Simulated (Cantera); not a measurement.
Input: 1 mol Si, a varied amount of NF3, 1.8 mol H2, at 1023 K and 1.00 bar.

Equilibrium computed with Cantera from the NASA thermochemical tables; the gas is ideal and each condensed phase is pure. Candidate condensed phases: Si, Si3N4; 37 gas species. The numbers say what is thermodynamically allowed, not how fast it happens.

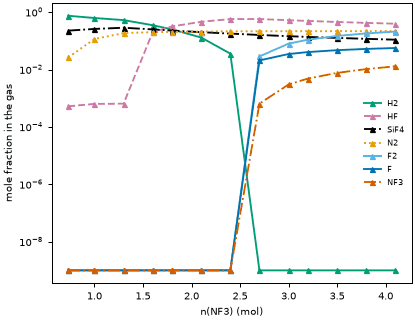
Figure: Equilibrium gas composition (values under 1e-9 drawn at 1e-9)

From 0.73 mol NF3 to 1.3 mol NF3 the condensed part is Si3N4(s). From 1.6 mol NF3 to 4.1 mol NF3 nothing is condensed. The main Si-bearing gas is SiF4 throughout.
